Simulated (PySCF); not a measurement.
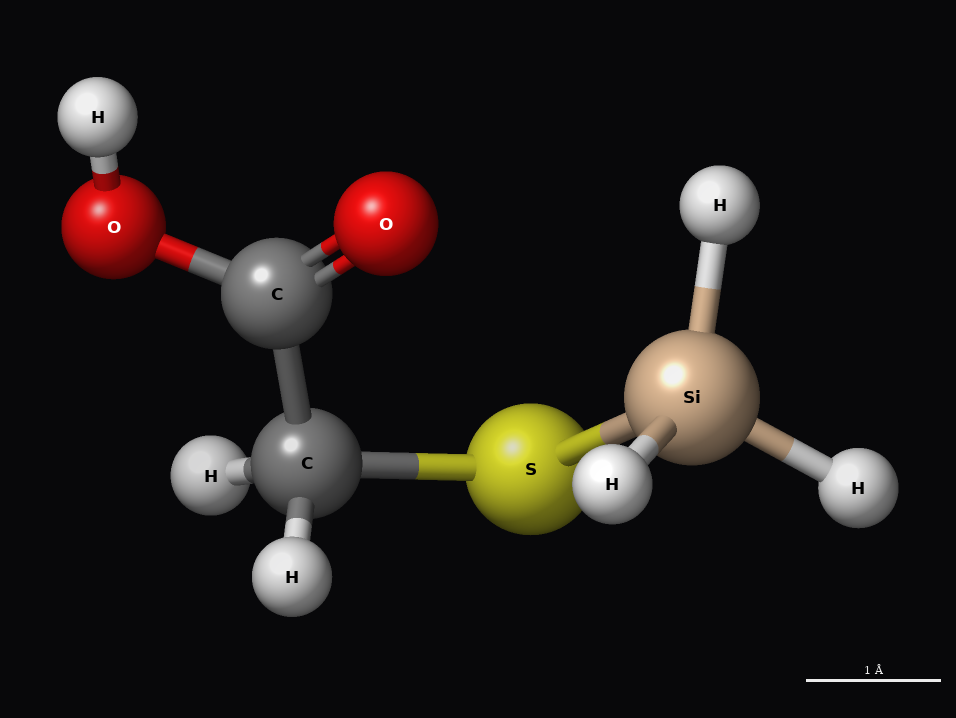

The picture shows a molecular structure as a ball-and-stick model.

The computed structure is the end point of a GFN2-xTB optimisation. No frequency run is at hand to confirm it as a minimum.

Question: What is the molecular formula?

Answer: C2H6O2SSi, 12 atoms: 2 carbon, 6 hydrogen, 2 oxygen, 1 sulfur and 1 silicon.

Question: Give the symmetry (Schoenflies symbol).

Answer: C1.

The parts below concern this one geometry. Atoms keep their numbers from picture to picture.

Shape

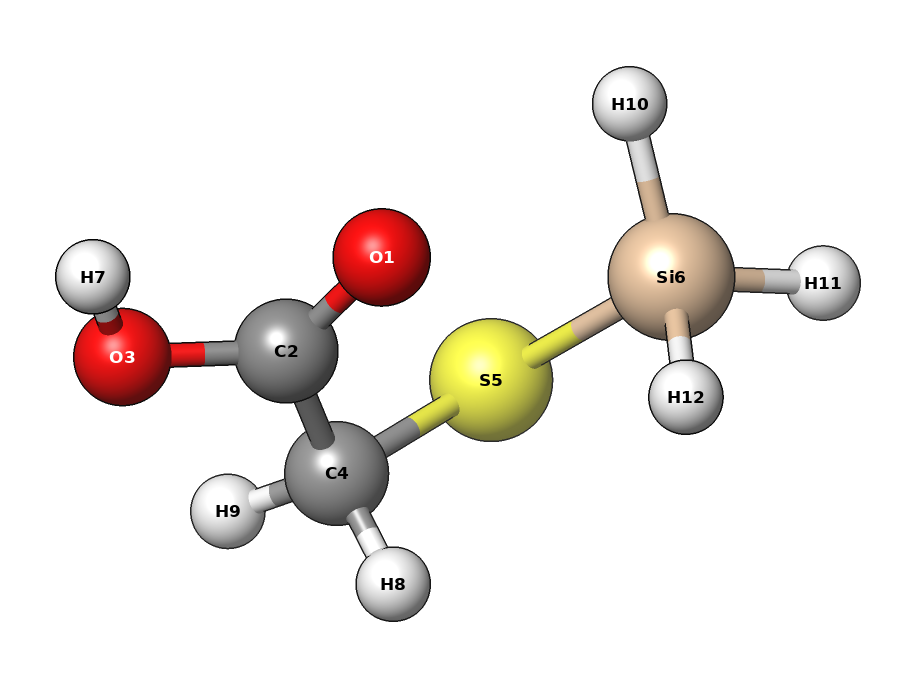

Numbered structure. No frequency run is at hand to confirm it as a minimum.

Estimate the angles O1–C2–O3, O1–C2–C4, O3–C2–C4, C2–O3–H7, C2–C4–S5, C2–C4–H8, C2–C4–H9, S5–C4–H8, S5–C4–H9, C4–S5–Si6, S5–Si6–H10, S5–Si6–H11, S5–Si6–H12.

| angle | degrees |
| --- | --- |
| O1–C2–O3 | 122.7 |
| O1–C2–C4 | 124.6 |
| O3–C2–C4 | 112.7 |
| C2–O3–H7 | 111.1 |
| C2–C4–S5 | 110.9 |
| C2–C4–H8 | 109.0 |
| C2–C4–H9 | 110.7 |
| S5–C4–H8 | 108.4 |
| S5–C4–H9 | 108.2 |
| C4–S5–Si6 | 101.4 |
| S5–Si6–H10 | 110.6 |
| S5–Si6–H11 | 99.5 |
| S5–Si6–H12 | 107.0 |

Bond orders

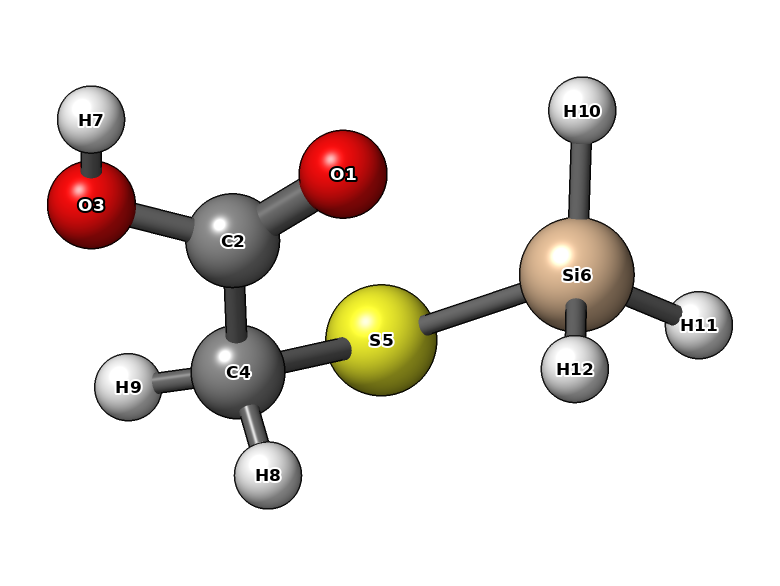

The thickness of each stick grows with its Mayer bond order. No frequency run is at hand to confirm it as a minimum. Method: PBE0/pcSseg-1 (PySCF 2.14.0).

Question: Which bond has the highest Mayer bond order?

Answer: O1–C2, 1.89, at a length of 1.205 Å.

List the Mayer bond orders of O1–C2, C2–O3, C2–C4, O3–H7, C4–S5, C4–H8, C4–H9, S5–Si6, Si6–H10, Si6–H11, Si6–H12.

```json
{"bond": "O1–C2", "Mayer order": "1.89", "length (Å)": "1.205"}
{"bond": "C2–O3", "Mayer order": "1.17", "length (Å)": "1.329"}
{"bond": "C2–C4", "Mayer order": "0.94", "length (Å)": "1.499"}
{"bond": "O3–H7", "Mayer order": "0.92", "length (Å)": "0.972"}
{"bond": "C4–S5", "Mayer order": "1.03", "length (Å)": "1.821"}
{"bond": "C4–H8", "Mayer order": "0.91", "length (Å)": "1.092"}
{"bond": "C4–H9", "Mayer order": "0.93", "length (Å)": "1.088"}
{"bond": "S5–Si6", "Mayer order": "0.89", "length (Å)": "2.168"}
{"bond": "Si6–H10", "Mayer order": "0.92", "length (Å)": "1.451"}
{"bond": "Si6–H11", "Mayer order": "0.92", "length (Å)": "1.461"}
{"bond": "Si6–H12", "Mayer order": "0.94", "length (Å)": "1.454"}
```

Polarisability

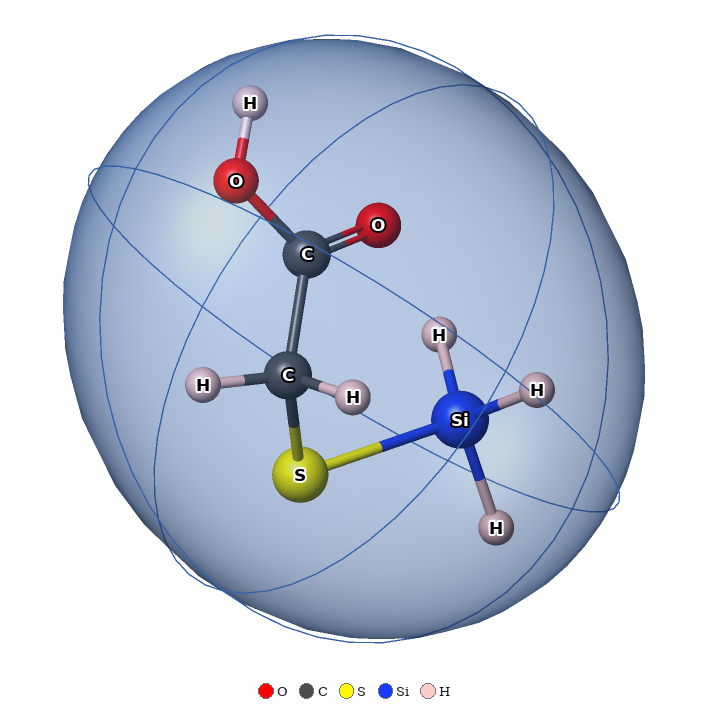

The ellipsoid shows the static dipole polarisability: its half-axes are proportional to the principal values. No frequency run is at hand to confirm it as a minimum. Method: PBE0/def2-SVPD (PySCF 2.14.0).

Question: How large and how anisotropic is the polarisability?

Answer: Principal values 63.4, 78.8, 95.5 bohr³; mean 79.2 bohr³ (11.74 Å³); anisotropy 27.8 bohr³, so the longest axis is 1.51 times the shortest.

NMR shielding

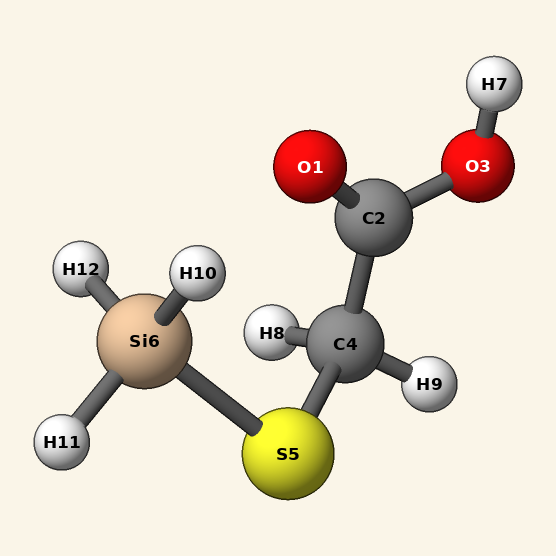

No frequency run is at hand to confirm it as a minimum. Method: GIAO PBE0/pcSseg-1 NMR shielding, non-relativistic, gas phase (PySCF 2.14.0). Principal shieldings σ11 ≤ σ22 ≤ σ33, span Ω = σ33 − σ11, skew κ = 3(σiso − σ22)/Ω.

Question: Which C atom has the most anisotropic shielding?

Answer: C2, with a span of 164 ppm.

Give the shielding tensors of the C atoms.

```tsv
atom	σ11	σ22	σ33	σiso	Ω	κ
C2	−91.7	38.3	72.6	6.4	164.4	−0.58
C4	135.3	154.3	171.4	153.7	36.1	−0.05
```

Shieldings and span in ppm.

The geometry is semi-empirical. Around Si such bond lengths and angles can be off by a tenth of an ångström or more and by several degrees, and values that hang on the shape move with them.
